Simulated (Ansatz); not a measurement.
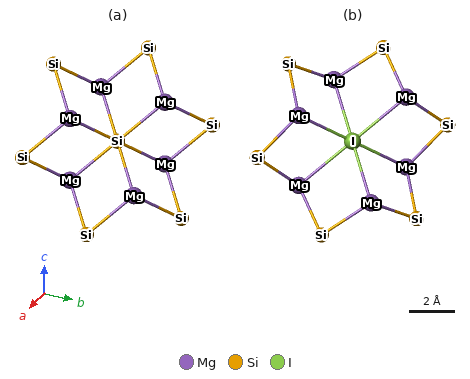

Left: perfect Mg₂Si. Right: the same region with one point defect, after relaxing the atoms in a supercell of 96 sites. Style: ball-and-stick. Shown: the atoms within 4.6 Å of one point, in a slice 4.2 Å thick across the line of sight, from a free direction.

The calculation used DFT, PBEsol, PAW, plane waves in Ansatz. Set-up: plane-wave cutoff 420 eV; k-point mesh 1 × 1 × 1; mesh shifted by (0.25, 0.25, 0.25); collinear spin. Fermi-Dirac smearing of 0.01 eV. A uniform background neutralises the charged cell. The axes drawn are those of the host's conventional cell.

Q: Which defect is it?

A: A silicon atom is replaced by iodine.

The charge state of the cell is +1.

Q: How does the lattice respond?

A: In the host the Si atom has 8 Mg at 2.74 Å; the I atom ends with 8 Mg at 3.08 to 3.10 Å. Of the host's atoms, a magnesium atom moves furthest from its site, by 0.36 Å. The cell ends without a net magnetic moment.

Limits of the set-up: the cell is charged, on a uniform background, and energies carry no finite-size correction.
